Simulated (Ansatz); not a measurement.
# C₃₀H₁₈O: a spread of methods and bases

Aim: run C₃₀H₁₈O under a spread of inputs, and see what each costs and gives.

Program: Ansatz 0.2.0, Gaussian basis. Level of theory: the settings change from run to run. These are calculated values, not measurements.

### 1 The relaxed structure

The geometry comes from an earlier relaxation with PBE-D4/def2-SVP; it is a stationary point, not always the lowest conformer.

49 atoms, charge 0, spin multiplicity 1.

Atoms are counted from 1 here; the program's logs count them from 0.

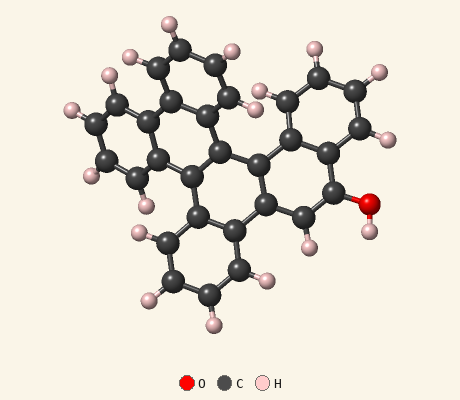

The geometry (oxygen red, carbon dark grey, hydrogen pink).

As a file:

```
O     4.7436   -2.1601    1.6372
C     3.5565   -1.6624    1.1982
C     2.3330   -2.1404    1.6256
C     1.1032   -1.5518    1.2001
C    -0.1793   -2.0824    1.6444
C    -0.2702   -3.0943    2.6348
C    -1.4948   -3.6002    3.0588
C    -2.6869   -3.0752    2.5187
C    -2.6298   -2.0879    1.5404
C    -1.3898   -1.5850    1.0516
C    -1.3276   -0.4679    0.1217
C    -2.4507   -0.0274   -0.7034
C    -3.4562   -0.9318   -1.1448
C    -4.4745   -0.5287   -2.0061
C    -4.5227    0.8019   -2.4674
C    -3.5241    1.6959   -2.0875
C    -2.4734    1.3088   -1.2204
C    -1.4051    2.2252   -0.8377
C    -1.5156    3.6287   -1.0049
C    -0.4996    4.4906   -0.6004
C     0.6566    3.9659    0.0145
C     0.7923    2.5915    0.1818
C    -0.2119    1.6867   -0.2613
C    -0.1176    0.2542    0.0261
C     1.1302   -0.4228    0.3381
C     2.3962   -0.0658   -0.2887
C     2.4841    0.7680   -1.4421
C     3.7066    1.0923   -2.0169
C     4.9143    0.5956   -1.4707
C     4.8671   -0.2773   -0.3924
C     3.6221   -0.6439    0.1861
H     4.5625   -2.8545    2.2975
H     2.3215   -2.9954    2.3175
H     0.6465   -3.4807    3.1002
H    -1.5293   -4.3825    3.8321
H    -3.6642   -3.4245    2.8851
H    -3.5669   -1.6460    1.1797
H    -3.3960   -1.9873   -0.8493
H    -5.2230   -1.2612   -2.3447
H    -5.3219    1.1259   -3.1510
H    -3.5339    2.7158   -2.4972
H    -2.4368    4.0506   -1.4312
H    -0.6145    5.5772   -0.7317
H     1.4449    4.6405    0.3813
H     1.6788    2.1955    0.6937
H     1.5630    1.1491   -1.8996
H     3.7298    1.7322   -2.9122
H     5.8805    0.8708   -1.9201
H     5.7834   -0.7253    0.0163
```

### 2 CAM-B3LYP/6-31G*

Set apart from the defaults: charge +1, multiplicity 2, atoms shaken by 0.08 Å, density fitting with def2-universal-jkfit, D4 dispersion, the search for lower states set to light.

Contents of in.yaml:

```yaml
crystal:
  periodic: [false, false, false]
  atoms:
    - {symbol: O, position_ang: [4.829202, -2.242295, 1.676914]}
    - {symbol: C, position_ang: [3.489360, -1.680454, 1.298513]}
    - {symbol: C, position_ang: [2.491284, -2.207348, 1.590597]}
    - {symbol: C, position_ang: [1.152884, -1.503770, 1.270222]}
    - {symbol: C, position_ang: [-0.276008, -2.038767, 1.497147]}
    - {symbol: C, position_ang: [-0.176369, -3.112534, 2.597939]}
    - {symbol: C, position_ang: [-1.573602, -3.520989, 3.027321]}
    - {symbol: C, position_ang: [-2.660260, -3.098966, 2.552818]}
    - {symbol: C, position_ang: [-2.620271, -2.142963, 1.599578]}
    - {symbol: C, position_ang: [-1.458887, -1.524967, 1.172261]}
    - {symbol: C, position_ang: [-1.255336, -0.374322, 0.151296]}
    - {symbol: C, position_ang: [-2.482973, -0.178735, -0.650003]}
    - {symbol: C, position_ang: [-3.467519, -0.958912, -1.234345]}
    - {symbol: C, position_ang: [-4.468755, -0.568187, -2.040001]}
    - {symbol: C, position_ang: [-4.538218, 0.848220, -2.527076]}
    - {symbol: C, position_ang: [-3.495280, 1.601135, -2.122805]}
    - {symbol: C, position_ang: [-2.454909, 1.274557, -1.248007]}
    - {symbol: C, position_ang: [-1.312161, 2.305889, -0.635907]}
    - {symbol: C, position_ang: [-1.422820, 3.669935, -0.965528]}
    - {symbol: C, position_ang: [-0.504260, 4.543977, -0.566891]}
    - {symbol: C, position_ang: [0.532683, 3.942473, 0.074705]}
    - {symbol: C, position_ang: [0.857558, 2.631382, 0.105984]}
    - {symbol: C, position_ang: [-0.323333, 1.831025, -0.345881]}
    - {symbol: C, position_ang: [-0.087321, 0.165679, -0.021192]}
    - {symbol: C, position_ang: [1.098256, -0.386620, 0.304549]}
    - {symbol: C, position_ang: [2.346871, -0.247241, -0.377206]}
    - {symbol: C, position_ang: [2.396499, 0.765587, -1.501593]}
    - {symbol: C, position_ang: [3.741226, 1.097290, -2.043099]}
    - {symbol: C, position_ang: [4.911658, 0.506856, -1.365847]}
    - {symbol: C, position_ang: [4.907647, -0.300154, -0.418704]}
    - {symbol: C, position_ang: [3.563835, -0.697740, -0.022717]}
    - {symbol: H, position_ang: [4.508702, -2.919141, 2.219434]}
    - {symbol: H, position_ang: [2.374556, -2.781409, 2.430596]}
    - {symbol: H, position_ang: [0.611011, -3.478202, 3.220447]}
    - {symbol: H, position_ang: [-1.518539, -4.296062, 3.791566]}
    - {symbol: H, position_ang: [-3.755891, -3.467259, 2.818841]}
    - {symbol: H, position_ang: [-3.625163, -1.457429, 1.310640]}
    - {symbol: H, position_ang: [-3.414430, -2.029538, -0.790294]}
    - {symbol: H, position_ang: [-5.256176, -1.319376, -2.197813]}
    - {symbol: H, position_ang: [-5.327744, 1.201596, -3.222400]}
    - {symbol: H, position_ang: [-3.634029, 2.638164, -2.434228]}
    - {symbol: H, position_ang: [-2.347811, 4.080659, -1.365020]}
    - {symbol: H, position_ang: [-0.591935, 5.565930, -0.803085]}
    - {symbol: H, position_ang: [1.424443, 4.545683, 0.500221]}
    - {symbol: H, position_ang: [1.612391, 2.342422, 0.643463]}
    - {symbol: H, position_ang: [1.681538, 1.103767, -1.809591]}
    - {symbol: H, position_ang: [3.753491, 1.740125, -2.955915]}
    - {symbol: H, position_ang: [5.947167, 0.786236, -2.057247]}
    - {symbol: H, position_ang: [5.836557, -0.686656, -0.054283]}
basis:
  gaussian: {orbitals: "6-31G*", fitting: {mean_field: def2-universal-jkfit}}
total_charge: 1
magnetization: {spin_polarized: true, initial_magnetization: 1}
hamiltonian: {xc: {name: CAM-B3LYP}, dispersion: d4}
scf: {lower_state_search: light}
```

Launch:

```console
> ansatz run in.yaml --threads 2 --pin off --events-out ev --progress --plain --max-ram 32768MiB --backend cuda --devices 0, --max-vram 18GiB
```

The program printed:

```text
Functional definition: CAM-B3LYP
  name "CAM-B3LYP"
  cite "Yanai, Tew & Handy, Chem. Phys. Lett. 393, 51 (2004) doi:10.1016/j.cplett.2004.06.011"
  cite "Iikura, Tsuneda, Yanai & Hirao, J. Chem. Phys. 115, 3540 (2001) doi:10.1063/1.1383587"
  cite "Becke, Phys. Rev. A 38, 3098 (1988) doi:10.1103/PhysRevA.38.3098"
  cite "Lee, Yang & Parr, Phys. Rev. B 37, 785 (1988) doi:10.1103/PhysRevB.37.785"
  cite "Vosko, Wilk & Nusair, Can. J. Phys. 58, 1200 (1980) doi:10.1139/p80-159"
  parameter alpha = 0.19
  parameter beta = 0.46
  parameter omega = 0.33/bohr
  parameter ac = 0.81
  # Exact exchange under (alpha + beta erf(omega r))/r, Becke's under what is left of 1/r.
  exchange = (1 - alpha - beta)*b88_x + beta*b88_x_sr(omega) + alpha*exact_x + beta*exact_x_lr(omega)
  correlation = (1 - ac)*vwn5_c + ac*lyp_c
2651 factors; integrals over basis functions are off by at most 6.0e-2 eV
2651 factors; integrals over basis functions are off by at most 3.6e-7 eV
mean field evaluation 1: about -33389.3361 eV, gradient 6.3e1 eV
mean field evaluation 2: about -33394.8599 eV, gradient 5.5e1 eV
mean field evaluation 4: about -33408.0726 eV, gradient 4.3e0 eV
mean field evaluation 8: about -33408.1831 eV, gradient 6.6e-1 eV
mean field evaluation 16: about -33408.1958 eV, gradient 2.2e-2 eV
mean field evaluation 32: about -33408.1958 eV, gradient 6.3e-5 eV
mean field -33408.19582858 eV, -1227.7285518117 hartree, gradient 3.9e-5 eV, S^2 0.800724; 6 other end points of the search recorded, 0 dependent functions left out
reference -33408.19606468 eV, -1227.7285604883 hartree; 103, 102 occupied and 398, 399 virtual orbitals, 2651 factors
Total energy: -33410.24968330 eV, -1227.8040295806 hartree
```

Wall time 25 s (1 × H100 (card shared with other runs) with 2 threads of AMD EPYC 7R13, shared host).

⟨S²⟩ 0.801.

### 3 rPW86-PBE/pcseg-2

This run has atoms shaken by 0.03 Å, density fitting with def2-universal-jkfit, D4 dispersion, the search for lower states set to off.

Contents of in.yaml:

```yaml
crystal:
  periodic: [false, false, false]
  atoms:
    - {symbol: O, position_ang: [4.740028, -2.146489, 1.603435]}
    - {symbol: C, position_ang: [3.578560, -1.633847, 1.235107]}
    - {symbol: C, position_ang: [2.303844, -2.133106, 1.623554]}
    - {symbol: C, position_ang: [1.136757, -1.497564, 1.193163]}
    - {symbol: C, position_ang: [-0.224087, -2.085134, 1.694079]}
    - {symbol: C, position_ang: [-0.294051, -3.046666, 2.649381]}
    - {symbol: C, position_ang: [-1.482700, -3.616120, 3.041284]}
    - {symbol: C, position_ang: [-2.691934, -3.091305, 2.506558]}
    - {symbol: C, position_ang: [-2.596917, -2.068231, 1.556061]}
    - {symbol: C, position_ang: [-1.348649, -1.657219, 1.060823]}
    - {symbol: C, position_ang: [-1.334031, -0.428343, 0.108871]}
    - {symbol: C, position_ang: [-2.508957, -0.030606, -0.738840]}
    - {symbol: C, position_ang: [-3.480467, -0.941725, -1.130986]}
    - {symbol: C, position_ang: [-4.464245, -0.541418, -1.958591]}
    - {symbol: C, position_ang: [-4.466452, 0.840649, -2.458417]}
    - {symbol: C, position_ang: [-3.503698, 1.686858, -2.062822]}
    - {symbol: C, position_ang: [-2.438641, 1.302814, -1.178266]}
    - {symbol: C, position_ang: [-1.353296, 2.235848, -0.837413]}
    - {symbol: C, position_ang: [-1.504065, 3.684227, -0.987267]}
    - {symbol: C, position_ang: [-0.518468, 4.429895, -0.557666]}
    - {symbol: C, position_ang: [0.655346, 3.926686, -0.023591]}
    - {symbol: C, position_ang: [0.809249, 2.630271, 0.217316]}
    - {symbol: C, position_ang: [-0.229206, 1.671849, -0.291575]}
    - {symbol: C, position_ang: [-0.077648, 0.193845, 0.034216]}
    - {symbol: C, position_ang: [1.139625, -0.441187, 0.350633]}
    - {symbol: C, position_ang: [2.334132, -0.077064, -0.302657]}
    - {symbol: C, position_ang: [2.425842, 0.783589, -1.417572]}
    - {symbol: C, position_ang: [3.707842, 1.105631, -2.038810]}
    - {symbol: C, position_ang: [4.899375, 0.582732, -1.435756]}
    - {symbol: C, position_ang: [4.881375, -0.201127, -0.341136]}
    - {symbol: C, position_ang: [3.586118, -0.661962, 0.234702]}
    - {symbol: H, position_ang: [4.595054, -2.878177, 2.271838]}
    - {symbol: H, position_ang: [2.369480, -2.996515, 2.372506]}
    - {symbol: H, position_ang: [0.639054, -3.463136, 3.074250]}
    - {symbol: H, position_ang: [-1.599294, -4.364972, 3.815563]}
    - {symbol: H, position_ang: [-3.662339, -3.419355, 2.910483]}
    - {symbol: H, position_ang: [-3.548592, -1.627820, 1.194219]}
    - {symbol: H, position_ang: [-3.375869, -1.894855, -0.889047]}
    - {symbol: H, position_ang: [-5.226246, -1.271947, -2.344318]}
    - {symbol: H, position_ang: [-5.364340, 1.166901, -3.165855]}
    - {symbol: H, position_ang: [-3.520499, 2.730402, -2.524907]}
    - {symbol: H, position_ang: [-2.450145, 4.023246, -1.453996]}
    - {symbol: H, position_ang: [-0.620318, 5.544867, -0.723262]}
    - {symbol: H, position_ang: [1.437701, 4.643584, 0.383248]}
    - {symbol: H, position_ang: [1.667933, 2.227760, 0.700476]}
    - {symbol: H, position_ang: [1.530773, 1.140666, -1.870775]}
    - {symbol: H, position_ang: [3.738382, 1.686109, -2.956011]}
    - {symbol: H, position_ang: [5.873359, 0.898395, -1.932030]}
    - {symbol: H, position_ang: [5.835281, -0.663613, 0.066738]}
basis:
  gaussian: {orbitals: pcseg-2, fitting: {mean_field: def2-universal-jkfit}}
hamiltonian: {xc: {name: rPW86-PBE}, dispersion: d4}
scf: {lower_state_search: off}
```

The command is unchanged.

The program printed, shortened:

```text
Functional definition: rPW86-PBE
  name "rPW86-PBE"
  cite "Murray, Lee & Langreth, J. Chem. Theory Comput. 5, 2754 (2009) doi:10.1021/ct900365q"
  cite "Perdew, Burke & Ernzerhof, Phys. Rev. Lett. 77, 3865 (1996) doi:10.1103/PhysRevLett.77.3865"
  parent pbe
[...]
2651 factors; integrals over basis functions are off by at most 1.1e0 eV
[...]
mean field -33536.40787434 eV, -1232.4402575883 hartree, gradient 7.7e-6 eV, S^2 0.000000; 0 other end points of the search recorded, 0 dependent functions left out
reference -33536.40814522 eV, -1232.4402675429 hartree; 103, 103 occupied and 1079, 1079 virtual orbitals, 2651 factors
Total energy: -33539.08999555 eV, -1232.5388237249 hartree
Checks for a lower state left out: stability, starts, cluster_reference, orbital_swaps, neighbouring_geometries, increment
```

Run time: 11 s. Hardware: 1 × H100 (card shared with other runs) with 2 threads of AMD EPYC 7R13, shared host.

### 4 wB97X-V/def2-TZVP

This run has density fitting with def2-universal-jkfit, the search for lower states set to light.

Contents of in.yaml:

```yaml
crystal:
  periodic: [false, false, false]
  atoms:
    - {symbol: O, position_ang: [4.743644, -2.160099, 1.637208]}
    - {symbol: C, position_ang: [3.556486, -1.662371, 1.198245]}
    - {symbol: C, position_ang: [2.332979, -2.140424, 1.625597]}
    - {symbol: C, position_ang: [1.103177, -1.551837, 1.200102]}
    - {symbol: C, position_ang: [-0.179298, -2.082425, 1.644359]}
    - {symbol: C, position_ang: [-0.270208, -3.094294, 2.634837]}
    - {symbol: C, position_ang: [-1.494834, -3.600243, 3.058821]}
    - {symbol: C, position_ang: [-2.686916, -3.075230, 2.518743]}
    - {symbol: C, position_ang: [-2.629790, -2.087923, 1.540367]}
    - {symbol: C, position_ang: [-1.389786, -1.585022, 1.051571]}
    - {symbol: C, position_ang: [-1.327646, -0.467890, 0.121706]}
    - {symbol: C, position_ang: [-2.450651, -0.027357, -0.703375]}
    - {symbol: C, position_ang: [-3.456209, -0.931791, -1.144773]}
    - {symbol: C, position_ang: [-4.474501, -0.528732, -2.006117]}
    - {symbol: C, position_ang: [-4.522702, 0.801930, -2.467383]}
    - {symbol: C, position_ang: [-3.524125, 1.695892, -2.087472]}
    - {symbol: C, position_ang: [-2.473373, 1.308797, -1.220388]}
    - {symbol: C, position_ang: [-1.405119, 2.225188, -0.837725]}
    - {symbol: C, position_ang: [-1.515647, 3.628732, -1.004863]}
    - {symbol: C, position_ang: [-0.499641, 4.490575, -0.600378]}
    - {symbol: C, position_ang: [0.656642, 3.965868, 0.014469]}
    - {symbol: C, position_ang: [0.792289, 2.591503, 0.181831]}
    - {symbol: C, position_ang: [-0.211933, 1.686686, -0.261329]}
    - {symbol: C, position_ang: [-0.117631, 0.254231, 0.026076]}
    - {symbol: C, position_ang: [1.130228, -0.422772, 0.338097]}
    - {symbol: C, position_ang: [2.396224, -0.065769, -0.288655]}
    - {symbol: C, position_ang: [2.484138, 0.768048, -1.442059]}
    - {symbol: C, position_ang: [3.706577, 1.092256, -2.016897]}
    - {symbol: C, position_ang: [4.914271, 0.595552, -1.470732]}
    - {symbol: C, position_ang: [4.867129, -0.277319, -0.392431]}
    - {symbol: C, position_ang: [3.622071, -0.643938, 0.186123]}
    - {symbol: H, position_ang: [4.562500, -2.854468, 2.297474]}
    - {symbol: H, position_ang: [2.321488, -2.995435, 2.317510]}
    - {symbol: H, position_ang: [0.646452, -3.480706, 3.100191]}
    - {symbol: H, position_ang: [-1.529321, -4.382453, 3.832127]}
    - {symbol: H, position_ang: [-3.664218, -3.424498, 2.885069]}
    - {symbol: H, position_ang: [-3.566880, -1.646017, 1.179742]}
    - {symbol: H, position_ang: [-3.396010, -1.987277, -0.849336]}
    - {symbol: H, position_ang: [-5.222986, -1.261187, -2.344749]}
    - {symbol: H, position_ang: [-5.321941, 1.125876, -3.151027]}
    - {symbol: H, position_ang: [-3.533932, 2.715759, -2.497229]}
    - {symbol: H, position_ang: [-2.436844, 4.050579, -1.431170]}
    - {symbol: H, position_ang: [-0.614503, 5.577217, -0.731671]}
    - {symbol: H, position_ang: [1.444926, 4.640544, 0.381310]}
    - {symbol: H, position_ang: [1.678828, 2.195486, 0.693729]}
    - {symbol: H, position_ang: [1.562968, 1.149090, -1.899575]}
    - {symbol: H, position_ang: [3.729785, 1.732179, -2.912159]}
    - {symbol: H, position_ang: [5.880471, 0.870820, -1.920066]}
    - {symbol: H, position_ang: [5.783370, -0.725331, 0.016274]}
basis:
  gaussian: {orbitals: def2-TZVP, fitting: {mean_field: def2-universal-jkfit}}
hamiltonian: {xc: {name: wB97X-V}}
scf: {lower_state_search: light}
output: {forces: true}
```

The command is unchanged.

The program printed, shortened:

```text
Functional definition: wB97X-V
  name "wB97X-V"
  cite "Mardirossian & Head-Gordon, Phys. Chem. Chem. Phys. 16, 9904 (2014) doi:10.1039/C3CP54374A"
  cite "Becke, J. Chem. Phys. 107, 8554 (1997) doi:10.1063/1.475007"
  cite "Vydrov & Van Voorhis, J. Chem. Phys. 133, 244103 (2010) doi:10.1063/1.3521275"
[...]
      + integral(e_c_pw_opposite_spin*poly(b97_u_opposite, cos0, cos1)) + vv10(b, c)
2651 factors; integrals over basis functions are off by at most 8.8e-1 eV
2651 factors; integrals over basis functions are off by at most 3.5e-7 eV
[...]
mean field -33453.43349737 eV, -1229.3910054768 hartree, gradient 8.9e-5 eV, S^2 0.000000; 0 other end points of the search recorded, 0 dependent functions left out
[...]
reference -33453.43349308 eV, -1229.3910053190 hartree; 103, 103 occupied and 966, 966 virtual orbitals, 2651 factors
Total energy: -33453.43349308 eV, -1229.3910053190 hartree
[...]
Atom 39 at    -5.321941     1.125876    -3.151027 Å, force     0.383333    -0.154340     0.324679 eV/Å
Atom 40 at    -3.533932     2.715759    -2.497229 Å, force    -0.022479    -0.494875     0.170406 eV/Å
Atom 41 at    -2.436844     4.050579    -1.431170 Å, force     0.449394    -0.176099     0.211790 eV/Å
Atom 42 at    -0.614503     5.577217    -0.731671 Å, force     0.050943    -0.517618     0.063389 eV/Å
Atom 43 at     1.444926     4.640544     0.381310 Å, force    -0.370939    -0.320285    -0.176843 eV/Å
Atom 44 at     1.678828     2.195486     0.693729 Å, force    -0.387623     0.199391    -0.235900 eV/Å
Atom 45 at     1.562968     1.149090    -1.899575 Å, force     0.441958    -0.161913     0.194128 eV/Å
Atom 46 at     3.729785     1.732179    -2.912159 Å, force    -0.013073    -0.298201     0.426129 eV/Å
Atom 47 at     5.880471     0.870820    -1.920066 Å, force    -0.461690    -0.139312     0.215439 eV/Å
Atom 48 at     5.783370    -0.725331     0.016274 Å, force    -0.408206     0.236181    -0.213677 eV/Å
Dipole moment:     0.009200    -0.157554     0.145201 e Å
```

Run time: 23 s. Hardware: 1 × H100 (card shared with other runs) with 2 threads of AMD EPYC 7R13, shared host; peak host memory 2 GiB.

Largest force 1.085 eV/Å, dipole 1.03 D.

### 5 PBEsol/def2-SVP

Options: unrestricted orbitals, density fitting with def2-universal-jkfit, a point charge of 1.00 e beside it, the search for lower states set to off.

in.yaml, as its differences from that of step 4:

```diff
@@ -53,5 +53,6 @@
 basis:
-  gaussian: {orbitals: def2-TZVP, fitting: {mean_field: def2-universal-jkfit}}
-hamiltonian: {xc: {name: wB97X-V}}
-scf: {lower_state_search: light}
+  gaussian: {orbitals: def2-SVP, fitting: {mean_field: def2-universal-jkfit}, point_charges: [{charge: 1.00, position_ang: [10.244, -0.952, -0.660]}]}
+magnetization: {spin_polarized: true, initial_magnetization: 0}
+hamiltonian: {xc: {name: PBEsol}}
+scf: {lower_state_search: off}
 output: {forces: true}
```

Launched as before.

The program printed, shortened:

```text
Functional definition: PBEsol
  name "PBEsol"
  cite "Perdew et al., Phys. Rev. Lett. 100, 136406 (2008) doi:10.1103/PhysRevLett.100.136406"
  cite "Perdew, Burke & Ernzerhof, Phys. Rev. Lett. 77, 3865 (1996) doi:10.1103/PhysRevLett.77.3865"
  parent pbesol
[...]
2651 factors; integrals over basis functions are off by at most 2.2e-1 eV
[...]
mean field -33247.54098386 eV, -1221.8245951640 hartree, gradient 6.4e-6 eV, S^2 0.000000; 0 other end points of the search recorded, 0 dependent functions left out
[...]
reference -33247.54105515 eV, -1221.8245977842 hartree; 103, 103 occupied and 421, 421 virtual orbitals, 2651 factors
Total energy: -33247.54105515 eV, -1221.8245977842 hartree
Atom 0 at     4.743644    -2.160099     1.637208 Å, force     0.035421     0.085681    -0.112106 eV/Å
Atom 1 at     3.556486    -1.662371     1.198245 Å, force    -0.067204     0.027897    -0.032749 eV/Å
[...]
Atom 41 at    -2.436844     4.050579    -1.431170 Å, force    -0.098260     0.023753    -0.046739 eV/Å
Atom 42 at    -0.614503     5.577217    -0.731671 Å, force    -0.012271     0.081040    -0.008363 eV/Å
Atom 43 at     1.444926     4.640544     0.381310 Å, force     0.054307     0.061058     0.035125 eV/Å
Atom 44 at     1.678828     2.195486     0.693729 Å, force     0.108153    -0.063479     0.066130 eV/Å
Atom 45 at     1.562968     1.149090    -1.899575 Å, force    -0.128546     0.051446    -0.026375 eV/Å
Atom 46 at     3.729785     1.732179    -2.912159 Å, force    -0.001337     0.051005    -0.063485 eV/Å
Atom 47 at     5.880471     0.870820    -1.920066 Å, force     0.084173     0.067282    -0.087957 eV/Å
Atom 48 at     5.783370    -0.725331     0.016274 Å, force     0.065315    -0.098099     0.112377 eV/Å
Dipole moment:    -0.743887    -0.181110     0.215082 e Å
Checks for a lower state left out: stability, starts, cluster_reference, orbital_swaps, neighbouring_geometries, increment
```

Wall time 12 s (1 × H100 (card shared with other runs) with 2 threads of AMD EPYC 7R13, shared host).

Largest force 0.303 eV/Å, dipole 3.82 D, ⟨S²⟩ 0.000.

### 6 All runs side by side

```
            level  charge  multiplicity               geometry  functions  energy (eV)  time
 CAM-B3LYP/6-31G*       1             2                 shaken        501   -33410.250  25 s
rPW86-PBE/pcseg-2       0             1                 shaken       1182   -33539.090  11 s
wB97X-V/def2-TZVP       0             1                relaxed       1069   -33453.433  23 s
  PBEsol/def2-SVP       0             1  relaxed, point charge        524   -33247.541  12 s
```

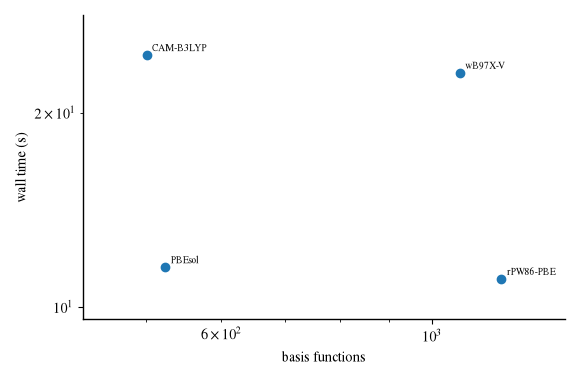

Wall time against the number of basis functions (shared host).

### 7 What came out

| quantity | value |
| --- | --- |
| runs | 4 |
| quickest | rPW86-PBE/pcseg-2, 11 s |
| slowest | CAM-B3LYP/6-31G*, 25 s |

The runs differ in state or geometry as well as level, so their energies can't be set against each other. Run time spans a factor of 2, from rPW86-PBE/pcseg-2 to CAM-B3LYP/6-31G*. The jobs differ in tasks and options as well as level. At the PBE-D4/def2-SVP geometry and in the same state, runs without warnings or point charges leave forces up to 1.09 eV/Å (wB97X-V/def2-TZVP).
